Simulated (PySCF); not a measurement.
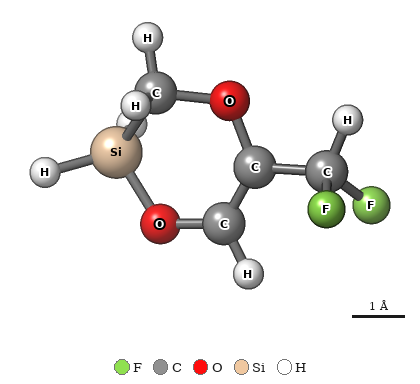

*The structure as given in the input (ball-and-stick view, seen at a tilt).*

Bond lengths as drawn: C–C 1.33 to 1.50 Å, C–F 1.36 Å, C–H 1.08 to 1.10 Å, C–O 1.35 to 1.43 Å, C–Si 1.91 Å, H–Si 1.45 to 1.46 Å and O–Si 1.64 Å.

**Run report: C₄H₆F₂O₂Si, NMR shielding calculation**

- system: C₄H₆F₂O₂Si, SMILES FC(F)C1=CO[SiH2]CO1
- method: GIAO PBE0/pcSseg-1 NMR shielding, non-relativistic, gas phase (PySCF 2.14.0)

The geometry comes from this level: GFN2-xTB. It belongs to a series of runs on one base structure; here: constitutional isomer. Figures and captions count atoms from 1; the log counts them from 0 in places.

Input file:
```
{"job": {"kind": "nmr", "xc": "PBE0", "basis": "pcSseg-1"}, "charge": 0, "multiplicity": 1}
F      2.601664    -1.467579    -0.693288
C      2.289094    -0.231925    -0.218175
F      2.888084     0.640067    -1.065533
C      0.800211    -0.025150    -0.166740
C      0.083923     0.048118    -1.289644
O     -1.249015     0.267678    -1.337249
Si    -2.127118     0.556668     0.013691
C     -1.024732    -0.252793     1.352915
O      0.342817     0.095902     1.114646
H      2.744465    -0.122356     0.776339
H      0.548933    -0.072767    -2.255721
H     -2.203407     1.992401     0.261078
H     -3.369526    -0.156703    -0.221916
H     -1.114638    -1.345533     1.336833
H     -1.215168     0.081961     2.370851
```

The first line tells a small driver script what to run in PySCF; the rest is the geometry in Å.

Run as:
```bash
OMP_NUM_THREADS=1 python <driver script> task.json out
```

The program's output:
```
coarse grid: 14032 points
cycle   1  E = -794.6927852004  dE =  1.547e+00  |g| = 9.678e-01  |ddm| = 3.600e+00
cycle   2  E = -794.4666627156  dE =  2.261e-01  |g| = 1.511e+00  |ddm| = 1.746e+00
cycle   3  E = -794.8461823878  dE = -3.795e-01  |g| = 1.360e-01  |ddm| = 1.204e+00
cycle   4  E = -794.8487598126  dE = -2.577e-03  |g| = 8.183e-02  |ddm| = 1.769e-01
cycle   5  E = -794.8500689739  dE = -1.309e-03  |g| = 2.339e-02  |ddm| = 7.906e-02
cycle   6  E = -794.8501723493  dE = -1.034e-04  |g| = 8.086e-03  |ddm| = 2.340e-02
cycle   7  E = -794.8501834536  dE = -1.110e-05  |g| = 1.473e-03  |ddm| = 6.168e-03
cycle   8  E = -794.8501838451  dE = -3.916e-07  |g| = 3.123e-04  |ddm| = 1.514e-03
final grid: 134616 points
cycle   9  E = -794.9369949337  dE = -3.152e-05  |g| = 1.320e-02  |ddm| = 2.512e-02
cycle  10  E = -794.9369508105  dE =  4.412e-05  |g| = 2.081e-02  |ddm| = 2.148e-02
cycle  11  E = -794.9370254685  dE = -7.466e-05  |g| = 1.123e-03  |ddm| = 1.367e-02
cycle  12  E = -794.9370257289  dE = -2.604e-07  |g| = 3.099e-04  |ddm| = 1.234e-03
cycle  13  E = -794.9370257459  dE = -1.704e-08  |g| = 1.031e-04  |ddm| = 3.085e-04
cycle  14  E = -794.9370257473  dE = -1.355e-09  |g| = 4.436e-05  |ddm| = 1.017e-04
cycle  15  E = -794.9370257477  dE = -3.674e-10  |g| = 1.455e-05  |ddm| = 4.434e-05
```

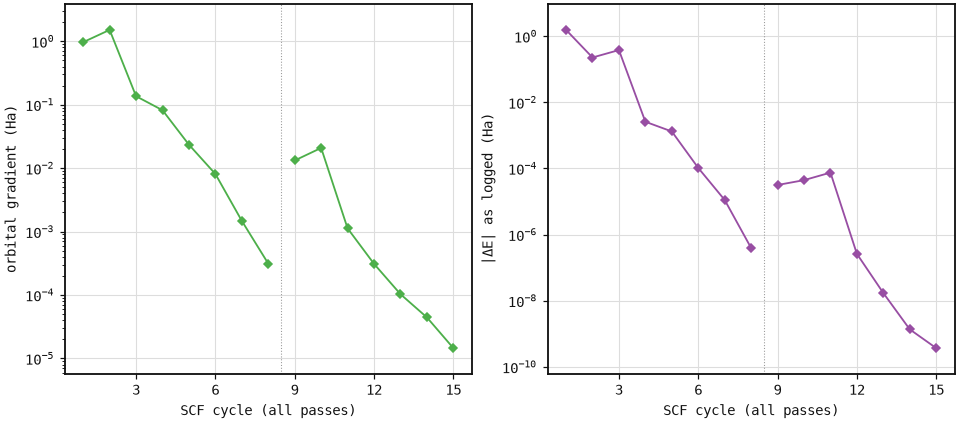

*Convergence of the self-consistent field: orbital gradient and size of the energy change against the SCF cycle. The dotted line marks the change from a coarse to the final integration grid.*

The first 8 cycles use a coarse grid, the final grid takes over at cycle 9, and the field converges after 15 cycles in all.

```
converged SCF energy = -794.9370257477

GIAO shielding tensors (ppm)
atom      isotropic    diamagn.    paramagn.     s11        s22        s33       span
  0 F      293.672     472.218    -178.546    191.345    336.589    353.081    161.736
  1 C       65.308     237.929    -172.621     51.655     68.358     75.912     24.257
  2 F      297.468     471.855    -174.386    196.915    335.533    359.958    163.043
  3 C       42.482     259.124    -216.642    -39.930     55.881    111.496    151.426
  4 C       51.981     250.072    -198.091    -37.514     72.897    120.560    158.074
  5 O      265.447     394.038    -128.591    159.037    232.866    404.437    245.400
  6 Si     378.531     880.067    -501.536    341.513    369.680    424.399     82.885
  7 C      130.034     250.665    -120.632     98.498    111.006    180.597     82.099
  8 O      258.087     398.552    -140.465    164.231    261.241    348.789    184.558
  9 H       25.368      27.745      -2.377     23.681     25.058     27.366      3.685
 10 H       24.772      30.275      -5.503     21.288     24.189     28.837      7.549
 11 H       26.537      28.949      -2.413     23.495     24.251     31.864      8.369
 12 H       26.687      28.502      -1.815     22.949     24.841     32.271      9.323
 13 H       27.700      30.707      -3.008     23.140     26.390     33.570     10.430
 14 H       27.679      29.783      -2.104     24.014     26.489     32.534      8.520
```

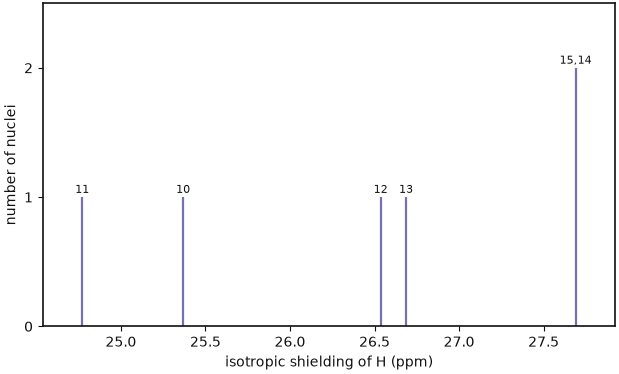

*Isotropic shieldings of the hydrogen nuclei in this fixed geometry, labelled by atom number; shielding grows to the right, so chemical shift grows to the left.*

The least shielded is H11 (24.8 ppm), the most shielded H14 (27.7 ppm).

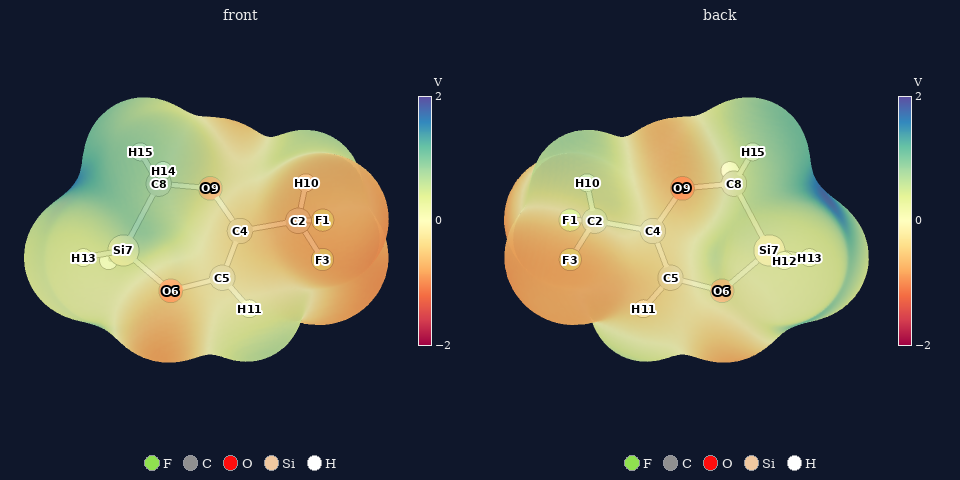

*The electrostatic potential painted on the density surface at 0.001 e/bohr³, seen face on and from behind; red is negative and blue positive.*

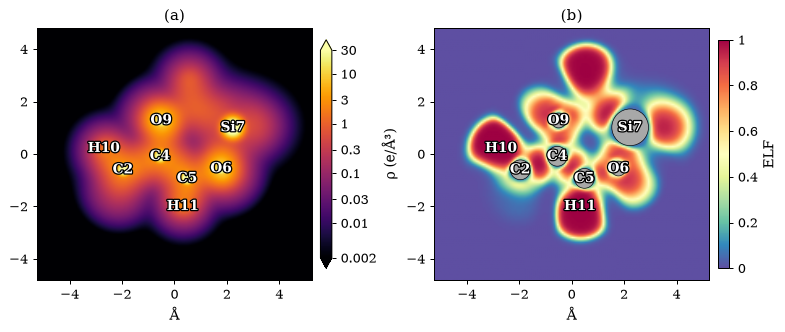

*(a) total electron density; (b) electron localisation function on the plane of atoms C4, C5 and H11. Grey discs, where drawn, cover atomic cores.*

C–C (1.33 Å): ρ is about 2.3 e/Å³ halfway; the ELF peaks at about 0.90 between the atoms; a double or triple bond. C–O (1.35 Å): ρ at the midpoint is about 2.3 e/Å³, with its minimum of 1.9 e/Å³ about 0.5 Å from C; the ELF peaks at about 0.90 between the atoms, which marks a polar covalent bond. C–H (1.08 Å): ρ at the midpoint is about 2.1 e/Å³; the ELF climbs to about 1 towards the hydrogen, as it does in any bond to H (a covalent bond by its length).

Results in brief:

- outcome: converged
- total energy: −794.937026 hartree
- HOMO: −6.49 eV
- LUMO: −0.14 eV
- dipole moment: 3.47 D
- isotropic shielding, F: 293.7 to 297.5 ppm
- isotropic shielding, C: 42.5 to 130.0 ppm
- isotropic shielding, O: 258.1 to 265.4 ppm
- isotropic shielding, Si: 378.5 ppm
- isotropic shielding, H: 24.8 to 27.7 ppm
- hardware: 1 CPU thread, shared host
- wall time: 71 s
- peak memory: 0.84 GiB
